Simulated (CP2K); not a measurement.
**CH4AlFS (SMILES C[S][AlH][F]) at PM3**

What is the energy difference between two shapes of CH4AlFS at PM3? 

Program for the calculation: CP2K 2026.2.

2 further runs of the same task are left out: 2 set aside as unsound or not needed.

## Step 1: Starting point

CH4AlFS: 8 atoms, total charge 0, spin state singlet. As SMILES, `C[S][AlH][F]`. Geometry: a GFN2-xTB relaxation, a rough one for these elements and not checked as a minimum. This is one conformer, not always the lowest.

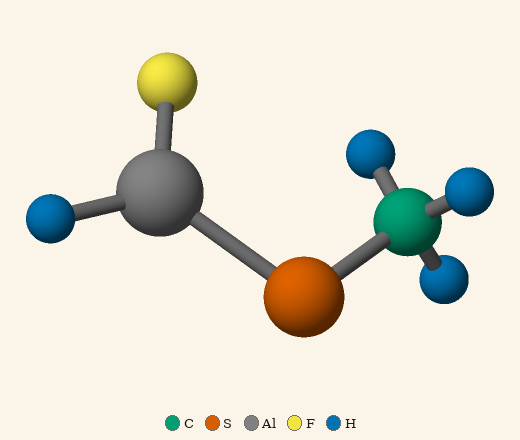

The structure, seen from a chosen angle (carbon teal, sulfur orange, aluminium grey, fluorine yellow, hydrogen blue).

## Step 2: Energy and gradient at PM3

run.py

```python
import numpy as np
from ase import Atoms
from ase.calculators.cp2k import CP2K

atoms = Atoms(['C', 'S', 'Al', 'F', 'H', 'H', 'H', 'H'],
              positions=[(-0.906380, 1.060220, -0.055080),
                         (0.489780, 0.519850, -1.132740),
                         (1.172760, -1.262150, -0.045510),
                         (0.414700, -1.756670, 1.332970),
                         (-0.648440, 2.025320, 0.368070),
                         (-1.785150, 1.155520, -0.682600),
                         (-1.089170, 0.337220, 0.738440),
                         (2.351900, -2.079310, -0.523540)])
atoms.set_cell([20.1, 20.1, 18.5])
atoms.center()
cp2k_input = """
&FORCE_EVAL
  METHOD QUICKSTEP
  &DFT
    &QS
      METHOD PM3
      EPS_DEFAULT 1.0E-10
      &SE
        &COULOMB
          CUTOFF [angstrom] 50
          RC_RANGE [angstrom] 0
        &END COULOMB
        &EXCHANGE
          CUTOFF [angstrom] 50
          RC_RANGE [angstrom] 0
        &END EXCHANGE
      &END SE
    &END QS
    &POISSON
      PERIODIC NONE
      POISSON_SOLVER ANALYTIC
    &END POISSON
    &SCF
      SCF_GUESS ATOMIC
      EPS_SCF 1.0E-07
      MAX_SCF 100
      ADDED_MOS 4
      &DIAGONALIZATION
        ALGORITHM STANDARD
      &END DIAGONALIZATION
      &MIXING
        METHOD DIRECT_P_MIXING
        ALPHA 0.4
      &END MIXING
    &END SCF
    &PRINT
      &MOMENTS
        PERIODIC F
        REFERENCE COM
        MAX_MOMENT 1
      &END MOMENTS
      &MO ON
        ENERGIES T
        OCCUPATION_NUMBERS T
        NDIGITS 6
        &EACH
          QS_SCF 0
        &END EACH
        ADD_LAST NUMERIC
      &END MO
      &HIRSHFELD OFF
      &END HIRSHFELD
    &END PRINT
  &END DFT
  &SUBSYS
  &END SUBSYS
&END FORCE_EVAL
"""
calc = CP2K(command="cp2k.psmp -s", label="run", inp=cp2k_input, basis_set=None, basis_set_file=None, potential_file=None, pseudo_potential=None, xc=None, cutoff=None, max_scf=None, charge=None, uks=False,
            force_eval_method=None, print_level="LOW", poisson_solver=None, stress_tensor=False)
atoms.calc = calc
e = atoms.get_potential_energy()
f = atoms.get_forces()
print(f"energy = {e:.6f} eV")
print("forces (eV/angstrom):")
for s, v in zip(atoms.get_chemical_symbols(), f):
    print(f"{s:2s} {v[0]:10.5f} {v[1]:10.5f} {v[2]:10.5f}")
```

The run is started by

```sh
$ OMP_NUM_THREADS=1 python run.py
```

Standard output:

```text
energy = -857.896630 eV
forces (eV/angstrom):
C     1.02770   -0.52830   -0.65977
S    -0.40452    0.31113    0.17739
Al   -0.28889    0.37686   -0.07629
F    -0.20354   -0.25069    0.49762
H    -0.09738    0.31073    0.20009
H    -0.39306    0.10530   -0.07162
H    -0.02832   -0.09253    0.14224
H     0.38800   -0.23250   -0.20966
```

run.out, shortened:

```text
CP2K| version string:                                       CP2K version 2026.2
[...]
 GLOBAL| Method name                                                        CP2K
[...]
 GLOBAL| Run type                                                   ENERGY_FORCE
[...]
 *** WARNING in qs_kind_types.F:2264 :: Information provided in the input ***
 *** file regarding BASIS for KIND <C> will be ignored!                   ***
 *** WARNING in qs_kind_types.F:2264 :: Information provided in the input ***
 *** file regarding BASIS for KIND <S> will be ignored!                   ***
 *** WARNING in qs_kind_types.F:2264 :: Information provided in the input ***
 *** file regarding BASIS for KIND <Al> will be ignored!                  ***
 *** WARNING in qs_kind_types.F:2264 :: Information provided in the input ***
 *** file regarding BASIS for KIND <F> will be ignored!                   ***
 *** WARNING in qs_kind_types.F:2264 :: Information provided in the input ***
[... 55 lines left out ...]
  Step     Update method      Time    Convergence         Total energy    Change
[...]
  *** SCF run converged in    21 steps ***
[...]
 SE_DIPOLE| Moment [Debye]          0.93097620      -0.59235280      -0.47642706
 SE_DIPOLE| Derivative [a.u.]       0.00000000       0.00000000       0.00000000
 ENERGY| Total FORCE_EVAL ( QS ) energy [hartree]            -31.527122420021456
[...]
```

Wall time 1.4 s (1 thread of Arm Neoverse N1, shared host); peak memory 0.14 GiB.

## Step 3: The distorted shape at the same level

run.py

```python
import numpy as np
from ase import Atoms
from ase.calculators.cp2k import CP2K

atoms = Atoms(['C', 'S', 'Al', 'F', 'H', 'H', 'H', 'H'],
              positions=[(-0.924250, 1.061180, -0.071998),
                         (0.500655, 0.525937, -1.170597),
                         (1.194400, -1.252027, -0.026823),
                         (0.401068, -1.766598, 1.339296),
                         (-0.649363, 2.025464, 0.373111),
                         (-1.742093, 1.179955, -0.717054),
                         (-1.090681, 0.314543, 0.745095),
                         (2.340654, -2.089306, -0.507287)])
atoms.set_cell([20.1, 20.1, 18.5])
atoms.center()
cp2k_input = """
&FORCE_EVAL
   METHOD QUICKSTEP
   &DFT
      &QS
         METHOD PM3
         EPS_DEFAULT 1.0E-10
         &SE
            &COULOMB
               CUTOFF [angstrom] 50
               RC_RANGE [angstrom] 0
            &END COULOMB
            &EXCHANGE
               CUTOFF [angstrom] 50
               RC_RANGE [angstrom] 0
            &END EXCHANGE
         &END SE
      &END QS
      &POISSON
         PERIODIC NONE
         POISSON_SOLVER ANALYTIC
      &END POISSON
      # SCF settings
      &SCF
         SCF_GUESS ATOMIC
         EPS_SCF 1.0E-07
         MAX_SCF 100
         ADDED_MOS 4
         &DIAGONALIZATION
            ALGORITHM STANDARD
         &END DIAGONALIZATION
         &MIXING
            METHOD DIRECT_P_MIXING
            ALPHA 0.4
         &END MIXING
      &END SCF
      &PRINT
         &MOMENTS
            PERIODIC F
            REFERENCE COM
            MAX_MOMENT 1
         &END MOMENTS
         &MO ON
            ENERGIES T
            OCCUPATION_NUMBERS T
            NDIGITS 6
            &EACH
               QS_SCF 0
            &END EACH
            ADD_LAST NUMERIC
         &END MO
         &HIRSHFELD OFF
         &END HIRSHFELD
      &END PRINT
   &END DFT
   &SUBSYS
   &END SUBSYS
&END FORCE_EVAL
"""
cp2k = CP2K(command="cp2k.psmp -s", label="job", inp=cp2k_input, basis_set=None, basis_set_file=None, potential_file=None, pseudo_potential=None, xc=None, cutoff=None, max_scf=None, charge=None, uks=False,
            force_eval_method=None, print_level="LOW", poisson_solver=None, stress_tensor=False)
atoms.calc = cp2k
print("E / eV:", round(atoms.get_potential_energy(), 6))
forces = atoms.get_forces()
print(np.array2string(forces, precision=5, suppress_small=True))
print("largest force / (eV/A): %.4f" % np.linalg.norm(forces, axis=1).max())
```

The run is started by

```sh
$ OMP_NUM_THREADS=1 python run.py
```

Standard output:

```text
E / eV: -857.807199
[[ 2.4843  -0.85728  0.5923 ]
 [-0.72383  0.32742  0.64185]
 [-0.65672  0.27958  0.28582]
 [ 0.02853 -0.03384  0.07458]
 [-0.1786  -0.06504  0.04121]
 [-1.50945  0.13492 -0.68786]
 [ 0.01595  0.53142 -0.69361]
 [ 0.53982 -0.31719 -0.2543 ]]
largest force / (eV/A): 2.6940
```

job.out, shortened:

```text
CP2K| version string:                                       CP2K version 2026.2
[...]
 GLOBAL| Method name                                                        CP2K
[...]
 GLOBAL| Run type                                                   ENERGY_FORCE
[...]
 *** WARNING in qs_kind_types.F:2264 :: Information provided in the input ***
 *** file regarding BASIS for KIND <C> will be ignored!                   ***
 *** WARNING in qs_kind_types.F:2264 :: Information provided in the input ***
 *** file regarding BASIS for KIND <S> will be ignored!                   ***
 *** WARNING in qs_kind_types.F:2264 :: Information provided in the input ***
 *** file regarding BASIS for KIND <Al> will be ignored!                  ***
 *** WARNING in qs_kind_types.F:2264 :: Information provided in the input ***
 *** file regarding BASIS for KIND <F> will be ignored!                   ***
 *** WARNING in qs_kind_types.F:2264 :: Information provided in the input ***
[... 55 lines left out ...]
  Step     Update method      Time    Convergence         Total energy    Change
[...]
  *** SCF run converged in    21 steps ***
[...]
 SE_DIPOLE| Moment [Debye]          0.81701239      -0.64382392      -0.62535524
 SE_DIPOLE| Derivative [a.u.]       0.00000000       0.00000000       0.00000000
 ENERGY| Total FORCE_EVAL ( QS ) energy [hartree]            -31.523835881794735
[...]
```

Wall time 1.4 s (1 thread of Arm Neoverse N1, shared host); peak memory 0.14 GiB.

## Step 4: Outcome

Level: PM3.

| quantity | value |
| --- | --- |
| first shape: total energy | -31.52712 Eh |
| first shape: dipole moment | 1.20 D |
| first shape: HOMO energy | -9.93 eV |
| first shape: LUMO energy | -2.58 eV |
| first shape: HOMO–LUMO gap | 7.35 eV |
| first shape: heat of formation | -67.9 kcal/mol |
| distorted shape: total energy | -31.52384 Eh |
| distorted shape: dipole moment | 1.21 D |
| distorted shape: HOMO energy | -9.91 eV |
| distorted shape: LUMO energy | -2.61 eV |
| distorted shape: HOMO–LUMO gap | 7.30 eV |
| distorted shape: heat of formation | -65.8 kcal/mol |
| energy change with the atoms displaced | 0.089 eV |

**Reading.** With the atoms displaced the energy rises by 0.09 eV (8.6 kJ/mol). The first shape isn't relaxed at this level, so the change isn't measured from a minimum.
